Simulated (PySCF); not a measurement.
C$_{5}$H$_{5}$BClO (SMILES [BH]c1occ(C)c1Cl) (doublet)

| atom | x (Å) | y (Å) | z (Å) |
| --- | --- | --- | --- |
| B | 3.0267 | 0.0189 | -0.1537 |
| C | 1.6174 | -0.2835 | -0.0477 |
| O | 1.0817 | -1.4997 | 0.3056 |
| C | -0.2666 | -1.3657 | 0.3693 |
| C | -0.6637 | -0.0888 | 0.0827 |
| C | -2.0447 | 0.4613 | 0.0437 |
| C | 0.5245 | 0.6152 | -0.1895 |
| Cl | 0.6545 | 2.2681 | -0.6046 |
| H | 4.0674 | 0.3056 | -0.5318 |
| H | -0.8254 | -2.2439 | 0.6207 |
| H | -2.0687 | 1.4432 | 0.5114 |
| H | -2.7294 | -0.2030 | 0.5635 |
| H | -2.3782 | 0.5728 | -0.9875 |

Geometry: GFN2-xTB.

All numbers below come from UKS B3LYP, pcH-1 on B C Cl H O, non-relativistic, mean-field spin-orbit, GIAO (PySCF).

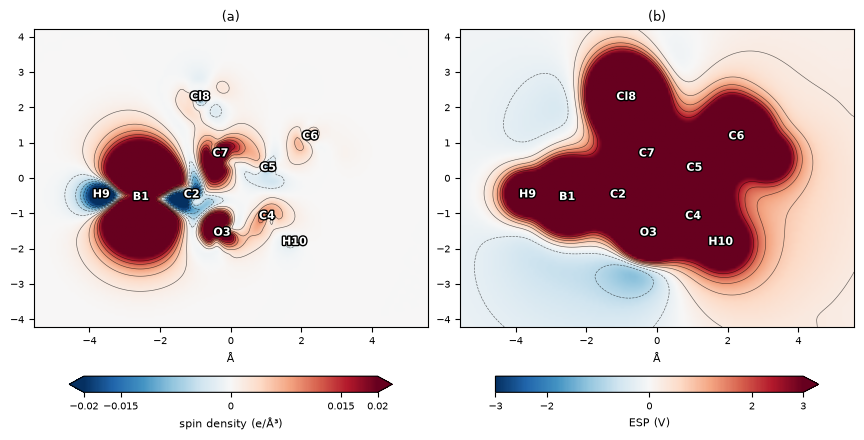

Figure 1. (a) spin density; (b) molecular electrostatic potential on the plane of atoms O3, C4 and H10.

Interpret the plot.

The plane passes through B, C, O, Cl and H nuclei.
The unpaired spin (1 electron) lies mostly on B1 (about 0.7), in electrons by Hirshfeld's partition.
Outside the dense part of the molecule the potential is most negative (−1.3 V) near O3.

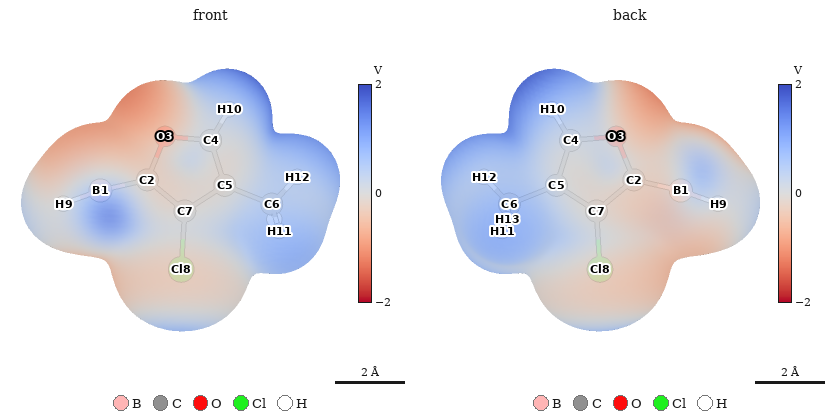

Figure 2. The molecular electrostatic potential painted on the density surface at 0.002 e/bohr³, seen from the front and from behind; red is negative and blue positive.

Where is the surface potential most negative and most positive?

The most negative region (about −1.1 V, or −25 kcal/mol for a unit charge) lies over O3, the most positive (about +1.6 V, or +37 kcal/mol for a unit charge) over H10. Cl8 shows a σ-hole: about +0.7 V, or +16 kcal/mol for a unit charge at the tip opposite its bond, against about −0.2 V on its flanks. O3 is the likeliest acceptor of a hydrogen bond.
